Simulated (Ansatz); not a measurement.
**Hf2CF2 monolayer: phonons and vibrational spectra**

Task: relax Hf2CF2 monolayer, then find its harmonic phonons.

Program: Ansatz 0.2.0. Level of theory: DFT PBEsol, scalar-relativistic, plane waves, PAW; PAW set soft_1. Results are calculated unless marked as measured.

## 1. The starting structure

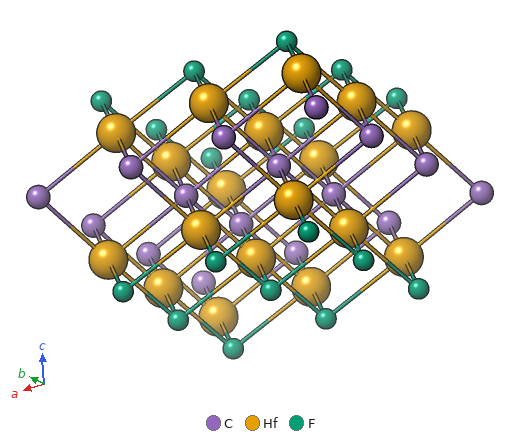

Start, viewed from a free direction; carbon purple, hafnium orange, fluorine teal. 3×3×1 cells are drawn. Some periodic images of atoms are drawn too.

The cell holds 5 atoms: 1 C, 2 Hf and 2 F. Its edges and angles: a = 3.260 Å, b = 3.260 Å, c = 20.000 Å, α = 90.0°, β = 90.0°, γ = 120.0°. Vacuum lies along c.

## 2. Rough relaxation

A rough relaxation comes first, because large forces or stress need no tight tolerances yet.

The program solves this slab on a cell height of its own, 33.2 Å, in place of the one typed.

input.yaml reads:

```yaml
crystal:
  lattice:
    - [3.26, 0.0, 0.0]
    - [-1.63, 2.82324, 0.0]
    - [0.0, 0.0, 20.0]
  atoms:
    - { symbol: C, position: [0.0, 0.0, 0.5] }
    - { symbol: Hf, position: [0.333333, 0.666667, 0.56] }
    - { symbol: Hf, position: [0.666667, 0.333333, 0.44] }
    - { symbol: F, position: [0.666667, 0.333333, 0.6175] }
    - { symbol: F, position: [0.333333, 0.666667, 0.3825] }
  periodic: [true, true, false]
kpoints:
  mp_grid: { grid: [9, 9, 1] }
hamiltonian:
  xc: pbesol
  pseudopotentials: { kind: paw, azcp: { folder: soft_1 }, xc_functional: pbe }
scf:
  occupations: { method: gaussian, width: 0.1 }
output:
  forces: true
  stress: true
  eigenvalues: true
relax:
  adjacent_minimum: "off"
  f_tol: 0.05
  max_steps: 80
  cell: { stress_2d_tol: 0.02 }
```

Run with:

```bash
$ ansatz run input.yaml --threads 4 --pin off --max-ram 16384MiB --backend cpu --events-out ev --progress --plain --runs-dir out
```

Numbers of over 12 decimals in the logs are rounded to 6 here.

The program printed:

```text
[...]
cell:  # Å, volume = 301.2202 Å³
    - [3.236739, 0.0, 0]
    - [-1.618370, 2.803098, 0]
    - [0, 0, 33.2]
  atoms:
    - { symbol: C, position: [0, 0, 0.301205] }
    - { symbol: Hf, position: [0.333333, 0.666667, 0.337120] }
    - { symbol: Hf, position: [0.666667, 0.333333, 0.265290] }
    - { symbol: F, position: [0.666667, 0.333333, 0.377368] }
    - { symbol: F, position: [0.333333, 0.666667, 0.225042] }
[key lines of the parts left out:]
SCF converged after 7 iterations
Free energy (F): -33050.672368 eV
Fermi energy:    -3.782267 eV
P = ½ c Tr σ = -0.0022 N/m
```

It took 24 s on 4 threads of Arm Neoverse V2, shared host; peak memory 0.76 GiB.

Step by step:

```
step  energy less that of the first step (eV)  largest force component (eV/Å)  volume (Å³)
   1                                   0.0000                          1.8383       305.56
   2                                  -0.3303                          0.1404       298.80
   3                                  -0.3326                          0.0642       301.90
   4                                  -0.3329                          0.0936       301.41
   5                                  -0.3332                          0.0006       301.32
  6*                                  -0.3315                          0.0004       301.32
   7                                  -0.3315                          0.0001       301.22
  8*                                  -0.3315                          0.0001       301.22
```

Relaxation steps marked * repeat the geometry before them on a plane-wave basis chosen anew for their cell, so energy and pressure can jump there.

The run keeps the 12 symmetry operations that it works with, so distortions that break them were not tested.

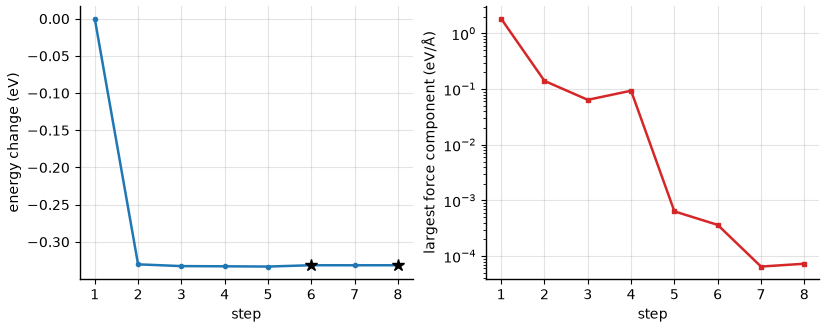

Energy and largest force along the relaxation. Stars mark steps on a basis chosen anew.

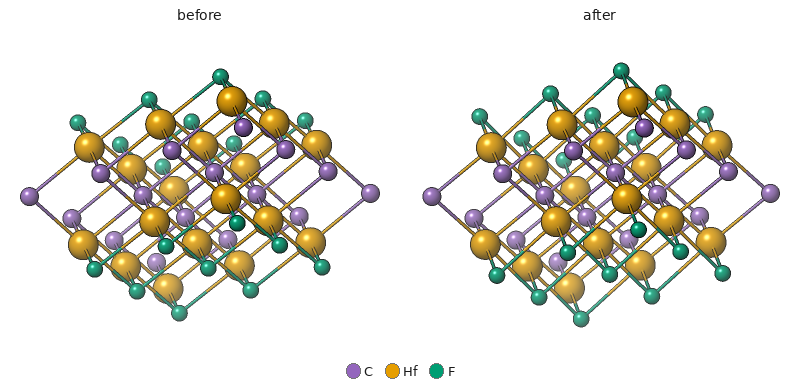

Before and after, at one scale.

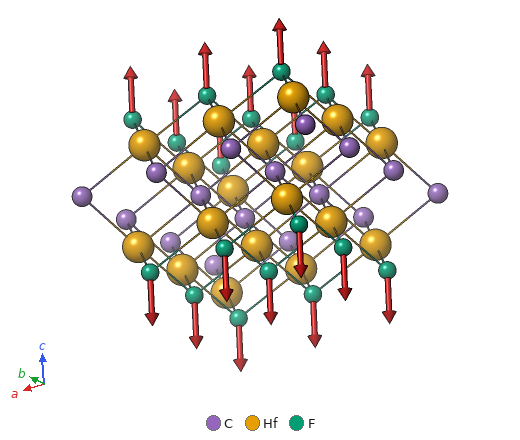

Displacements in the relaxation, exaggerated, measured against the changing cell; the longest in the cell stands for 0.18 Å. 3×3×1 cells are drawn. Some periodic images of atoms are drawn too.

```
cell as run  before  after  change
      a (Å)   3.260  3.237  -0.7 %
      b (Å)   3.260  3.237  -0.7 %
```

The atoms that moved most (Å, along periodic axes as changes of fractional coordinates times the final cell, across vacuum about the mean position):

```
atom     dx     dy      dz  length
  F5  0.000  0.000  -0.179   0.179
  F4  0.000  0.000   0.179   0.179
 Hf3  0.000  0.000   0.008   0.008
 Hf2  0.000  0.000  -0.008   0.008
```

The relaxed structure:

```cif
data_structure
_symmetry_space_group_name_H-M 'P 1'
_symmetry_Int_Tables_number 1
_cell_length_a 3.2367
_cell_length_b 3.2367
_cell_length_c 33.2000
_cell_angle_alpha 90.000
_cell_angle_beta 90.000
_cell_angle_gamma 120.000
_cell_volume 301.22
loop_
_atom_site_label
_atom_site_type_symbol
_atom_site_fract_x
_atom_site_fract_y
_atom_site_fract_z
_atom_site_occupancy
C1 C 0.00000 0.00000 0.30120 1
Hf2 Hf 0.33333 0.66667 0.33712 1
Hf3 Hf 0.66667 0.33333 0.26529 1
F4 F 0.66667 0.33333 0.37737 1
F5 F 0.33333 0.66667 0.22504 1
```

This step gave:

```yaml
gap_on_the_k_mesh: 0 eV
area_per_atom: 1.815 Å²
```

The relaxation ends with a largest force component of 7.3e-5 eV/Å.

## 3. Bringing the structure to rest

The cell and atoms are relaxed, since residual forces and stress would shift the frequencies.

input.yaml reads:

```yaml
crystal:
  lattice:
    - [3.236739203, 0.0, 0.0]
    - [-1.6183696015, 2.8030983752, 0.0]
    - [0.0, 0.0, 33.2]
  atoms:
    - { symbol: C, position: [0.0, 0.0, 0.3012048193] }
    - { symbol: Hf, position: [0.3333333333, 0.6666666667, 0.337119808] }
    - { symbol: Hf, position: [0.6666666667, 0.3333333333, 0.2652898305] }
    - { symbol: F, position: [0.6666666667, 0.3333333333, 0.3773677307] }
    - { symbol: F, position: [0.3333333333, 0.6666666667, 0.2250419079] }
  periodic: [true, true, false]
kpoints:
  mp_grid: { grid: [12, 12, 1] }
hamiltonian:
  xc: pbesol
  pseudopotentials: { kind: paw, azcp: { folder: soft_1 }, xc_functional: pbe }
scf:
  occupations: { method: gaussian, width: 0.1 }
output:
  forces: true
  stress: true
  eigenvalues: true
  write_density: true
  write_potential: true
  elf: true
  volumetric_format: npy
relax:
  adjacent_minimum: "off"
  f_tol: 0.005
  max_steps: 80
  cell: { stress_2d_tol: 0.02 }
```

The program printed:

```text
[...]
Crystal: 5 atoms, lattice volume = 301.220 Å³
Basis set: ecut = 420 eV, 6003 PW (Γ), exchange–correlation on 48×48×450 points (8 copies of the dense FFT grid, shifted against one another)
Bands: 42, of which v1, the nominal top of the filled ones, is band 35 counted from 1 (34 counted from 0)
Symmetry: 12 space group operations
[...]
k-points: 19 of 144
[...]
SCF iter   1: F=—  HF=-33055.434563 eV  |F-HF|=—  |Δ(HF+E_count)|=         —  Δρ=5.51e-2  dr2=1.78e1  ethr=3.10e-3  ⟨swp⟩=12.3  Hψ=4900  notcnv=0  defer=1
[...]
SCF iter  11: F=-33050.659220 eV  HF=-33050.659220 eV  |F-HF|=7.64e-8  |Δ(HF+E_count)|=   2.33e-7  Δρ=1.81e-6  dr2=7.31e-9  ethr=1.00e-12  ⟨swp⟩=13.0  Hψ=19110  notcnv=0
SCF 1 converged in 11 iterations: F = -33050.659220 eV  dr2 = 7.31e-9
  Residual-converged pass: ⟨swp⟩=3.8  Hψ=1325  notcnv=0  max |occ|·‖R‖ = 7.1e-9 eV (tolerance 1.0e-8 eV)  dr2=7.31e-9  dr2_onsite=1.43e-9  max |Δocc| = 1.1e-13
[...]
relax step   1: F+E_penalty+E_count = -33050.65922028 eV  Δ(F+E_penalty+E_count) = +0.000e0 eV  max|allowed force component| = 1.493e-1 eV/Å  Δτ_max = 0.0000 Å  P = -0.089 N/m  Ω = 301.220 Å³  fix = [c, alpha, beta]  reactions: c -0.000 N/m  (11 SCF iters, dr2 threshold 1.00e-7 eV, accepted)
Crystal: 5 atoms, lattice volume = 300.238 Å³
[...]
SCF iter   6: F=-33050.659043 eV  HF=-33050.659043 eV  |F-HF|=6.24e-8  |Δ(HF+E_count)|=   2.30e-7  Δρ=4.22e-6  dr2=4.23e-8  ethr=3.41e-10  ⟨swp⟩=18.9  Hψ=10752  notcnv=0
SCF 2 converged in 6 iterations: F = -33050.659043 eV  dr2 = 4.23e-8
relax step   2: F+E_penalty+E_count = -33050.65904303 eV  Δ(F+E_penalty+E_count) = +1.772e-4 eV  max|allowed force component| = 1.742e-1 eV/Å  Δτ_max = 0.0129 Å  P = -0.094 N/m  Ω = 300.238 Å³  energy of the carried Pulay correction = +4.712e-4 eV  fix = [c, alpha, beta]  (6 SCF iters, dr2 threshold 5.00e-7 eV, rejected (line search))
Crystal: 5 atoms, lattice volume = 300.910 Å³
[...]
SCF iter  10: F=-33050.660113 eV  HF=-33050.660113 eV  |F-HF|=7.28e-12  |Δ(HF+E_count)|=  2.69e-10  Δρ=3.12e-8  dr2=2.97e-12  ethr=1.00e-12  ⟨swp⟩=14.8  Hψ=7622  notcnv=0
SCF 3 converged in 10 iterations: F = -33050.660113 eV  dr2 = 2.97e-12
relax step   3: F+E_penalty+E_count = -33050.66011289 eV  Δ(F+E_penalty+E_count) = -8.926e-4 eV  max|allowed force component| = 7.461e-3 eV/Å  Δτ_max = 0.0048 Å  P = -0.045 N/m  Ω = 300.910 Å³  energy of the carried Pulay correction = +1.487e-4 eV  fix = [c, alpha, beta]  reactions: c -0.000 N/m  (10 SCF iters, accepted)
[...]
relax step   4: F+E_penalty+E_count = -33050.66017462 eV  Δ(F+E_penalty+E_count) = -6.173e-5 eV  max|allowed force component| = 2.126e-3 eV/Å  Δτ_max = 0.0011 Å  P = -0.012 N/m  Ω = 300.798 Å³  energy of the carried Pulay correction = +2.027e-4 eV  fix = [c, alpha, beta]  reactions: c -0.000 N/m  (5 SCF iters, dr2 threshold 3.48e-9 eV, accepted)
[...]
SCF iter   7: F=-33050.659944 eV  HF=-33050.659944 eV  |F-HF|=8.00e-11  |Δ(HF+E_count)|=  1.24e-10  Δρ=4.04e-8  dr2=2.76e-12  ethr=1.00e-12  ⟨swp⟩=17.0  Hψ=12573  notcnv=0
WARN: eigensolver did not converge (k=1): 1 band(s) unlocked after 108 sweeps at occupation × residual norm < 1.00e-8 eV (lowest unlocked band 3, counted from 0, weighed at 2.000 electrons; max residual 1.50e-8 eV among the unlocked bands, 6.39e-7 eV over every band, not weighted by occupation; other slots of this pass that fall short are told together in one closing line; warning suppressed for the rest of this close's residual-converged pass)
SCF 5 converged in 7 iterations: F = -33050.659944 eV  dr2 = 2.76e-12
[...]
relax step   5: F+E_penalty+E_count = -33050.65994437 eV  Δ(F+E_penalty+E_count) = +2.303e-4 eV  max|allowed force component| = 2.097e-3 eV/Å  Δτ_max = 0.0000 Å  P = -0.017 N/m  Ω = 300.798 Å³  fix = [c, alpha, beta]  reactions: c -0.000 N/m  stress off target by 1.73e-2 N/m on what of the cell is left free  SCF on the basis re-selected at this cell (its energy is not comparable with the rows above)  (7 SCF iters)
[...]
WARN: The input density's exchange-correlation potential varies sharply where the density is thin. Do not read a vacuum level from v_tot or v_xc, or from such a field of the output density. On a cell that repeats whose density bears no net charge and no dipole along the vacuum's axis use v_es (v_loc + v_h of the components); under efield.dipole_correction with no amplitude use v_es + v_field, which holds any external [...]
SCF converged after 7 iterations
Free energy (F): -33050.659944 eV
[...]
Internal energy: -33050.652261 eV  (E = F + TS)
E sigma→0 (E₀):  -33050.656103 eV
Entropy (-TS):   -0.007683 eV (-1.537 meV/atom)
Fermi energy:    -3.657400 eV
[...]
--- Forces (eV/Å), atoms counted from 1 ---
  atom   1  C      0.00000000    -0.00000000     0.00000000
  atom   2  Hf     0.00000000     0.00000000    -0.00090630
  atom   3  Hf     0.00000000    -0.00000000     0.00090630
  atom   4  F     -0.00000000    -0.00000000    -0.00209712
  atom   5  F     -0.00000000     0.00000000     0.00209712
  max |Σ_I F_I| component: 1.85e-17 eV/Å
--- 2D stress c σ (N/m, compression-positive) ---
       -0.017340      -0.000000      -0.000000
       -0.000000      -0.017340      -0.000000
       -0.000000      -0.000000      -0.000000
  P = ½ c Tr σ = -0.0173 N/m
--- Band table (eV; the first three rows and the last of 19) ---
  k-point 0: bands = [... 31 lower, -8.5494, -7.0118, -7.0118, -3.3786, -3.3786, -3.0524, -2.1632, -2.0054, ... 3 higher]
  k-point 1: bands = [... 31 lower, -8.4710, -7.2646, -7.0327, -3.7088, -3.2077, -2.9950, -1.9403, -1.8796, ... 3 higher]
  k-point 2: bands = [... 31 lower, -8.2926, -7.7828, -7.0700, -4.3525, -2.8168, -2.7181, -1.7717, -1.5767, ... 3 higher]
  k-point 18: bands = [... 31 lower, -8.4493, -8.4493, -7.4273, -3.1789, -2.3067, -2.3067, -0.6445, 0.0223, ... 3 higher]
  ° read free of the cell's end (the report's vacuum.weakly_bound_levels)
--- Relaxed structure (4 steps of the walk, 3 accepted, 1 SCFs on fresh bases) ---
[...]
cell:  # Å, volume = 300.7975 Å³
    - [3.234467, 0, 0]
    - [-1.617234, 2.801131, 0]
    - [0, 0, 33.2]
  atoms:
    - { symbol: C, position: [0, 0, 0.30120481928] }
    - { symbol: Hf, position: [0.333333, 0.666667, 0.337270] }
    - { symbol: Hf, position: [0.666667, 0.333333, 0.265139] }
    - { symbol: F, position: [0.666667, 0.333333, 0.377386] }
    - { symbol: F, position: [0.333333, 0.666667, 0.225024] }
```

Run time: 26 s. Hardware: 4 threads; peak memory 0.79 GiB; 1.7 min of CPU time.

Little changed from the start: no atom moved by 0.005 Å and no cell edge by 0.1 %.

This step gave:

```
area per atom : 1.812 Å²
```

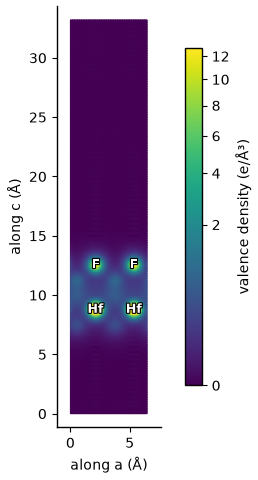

Valence density in the ac plane at fractional y = 0.333, with atoms of Hf and F within 0.2 Å of it. It is the smooth field of the valence electrons, not physical close to the nuclei. The colour scale is stretched toward low values.

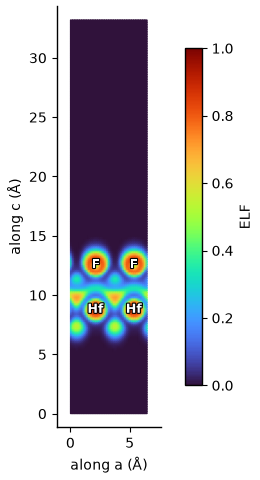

ELF in the ac plane at fractional y = 0.333, with atoms of Hf and F within 0.2 Å of it. It is the smooth field of the valence electrons, not physical close to the nuclei.

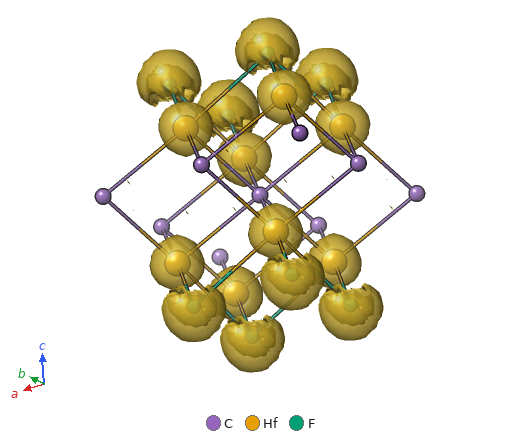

Surface of ELF = 0.79. 2×2×1 cells are drawn.

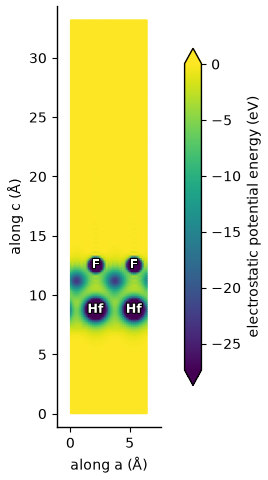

Electrostatic potential energy in the ac plane at fractional y = 0.333, with atoms of Hf and F within 0.2 Å of it. With pseudopotentials it is smooth inside the atoms' cores, unlike the true potential.

## 4. Tight relaxation

Phonons need a cell at rest on their own settings, so the relaxation is repeated with tight tolerances on forces and stress on the k mesh and occupations of the first response run.

input.yaml, the sections that differ from step 3:

```yaml
crystal:
  lattice:
    - [3.2344674609, 0.0, 0.0]
    - [-1.6172337304, 2.8011309888, 0.0]
    - [0.0, 0.0, 33.2]
  atoms:
    - { symbol: C, position: [0.0, 0.0, 0.3012048193] }
    - { symbol: Hf, position: [0.3333333333, 0.6666666667, 0.3372702593] }
    - { symbol: Hf, position: [0.6666666667, 0.3333333333, 0.2651393792] }
    - { symbol: F, position: [0.6666666667, 0.3333333333, 0.3773859952] }
    - { symbol: F, position: [0.3333333333, 0.6666666667, 0.2250236434] }
  periodic: [true, true, false]
scf:
  occupations: { method: methfessel_paxton, width: 0.2 }
relax:
  adjacent_minimum: "off"
  f_tol: 0.001
  max_steps: 60
  cell: { stress_2d_tol: 0.002 }
# kpoints, hamiltonian, output: as in step 3
```

The program printed:

```text
[...]
Crystal: 5 atoms, lattice volume = 300.798 Å³
Basis set: ecut = 420 eV, 6003 PW (Γ), exchange–correlation on 48×48×450 points (8 copies of the dense FFT grid, shifted against one another)
Bands: 42, of which v1, the nominal top of the filled ones, is band 35 counted from 1 (34 counted from 0)
Symmetry: 12 space group operations
[...]
k-points: 19 of 144
[...]
cell:  # Å, volume = 300.8289 Å³
    - [3.234636, -2.8868963583920577e-11, 0]
    - [-1.617318, 2.801277, 0]
    - [0, 0, 33.2]
  atoms:
    - { symbol: C, position: [0, 0, 0.301205] }
    - { symbol: Hf, position: [0.333333, 0.666667, 0.337249] }
    - { symbol: Hf, position: [0.666667, 0.333333, 0.265161] }
    - { symbol: F, position: [0.666667, 0.333333, 0.377377] }
    - { symbol: F, position: [0.333333, 0.666667, 0.225032] }
[key lines of the parts left out:]
SCF converged after 9 iterations
Free energy (F): -33050.657549 eV
Fermi energy:    -3.655001 eV
P = ½ c Tr σ = 0.0003 N/m
```

Run time: 23 s. Hardware: 4 threads; peak memory 0.8 GiB.

Little changed from the start: no atom moved by 0.005 Å and no cell edge by 0.1 %.

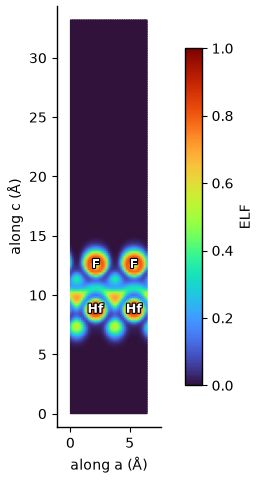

ELF in the ac plane at fractional y = 0.333, with atoms of Hf and F within 0.2 Å of it. It is the smooth field of the valence electrons, not physical close to the nuclei.

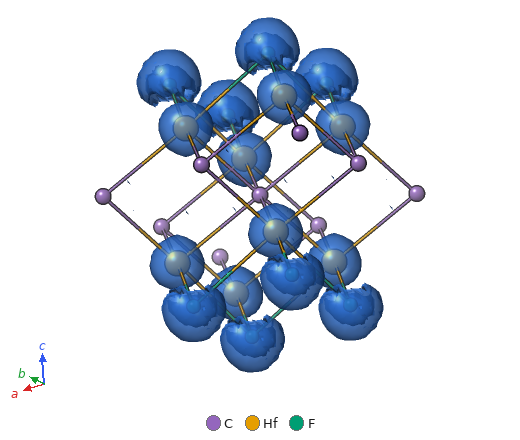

Surface of ELF = 0.79. 2×2×1 cells are drawn.

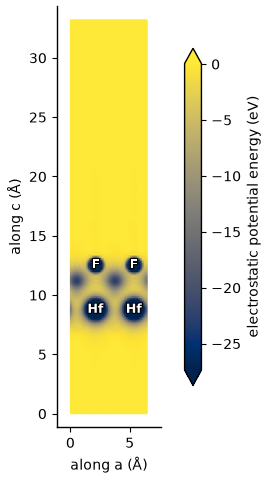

Electrostatic potential energy in the ac plane at fractional y = 0.333, with atoms of Hf and F within 0.2 Å of it. With pseudopotentials it is smooth inside the atoms' cores, unlike the true potential.

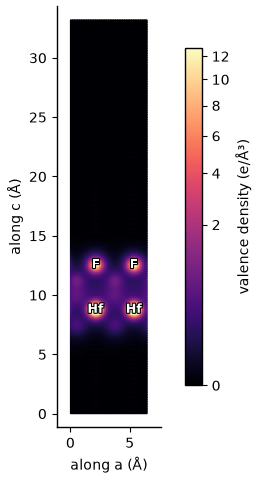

Valence density in the ac plane at fractional y = 0.333, with atoms of Hf and F within 0.2 Å of it. It is the smooth field of the valence electrons, not physical close to the nuclei. The colour scale is stretched toward low values.

The largest force component left is 0.60 meV/Å, within the tolerances set.

(Continued in part 2 of 2.)

[Logs are printed without paths, hosts, clocks, repeated set-up lines and the standing remarks that a program may print on its own settings, such as how far it seeks lower states.]

[Hosts, paths, dates, database ids (printed as entryN), source tags and the programs' standing remarks are cut or masked in the printed files.]
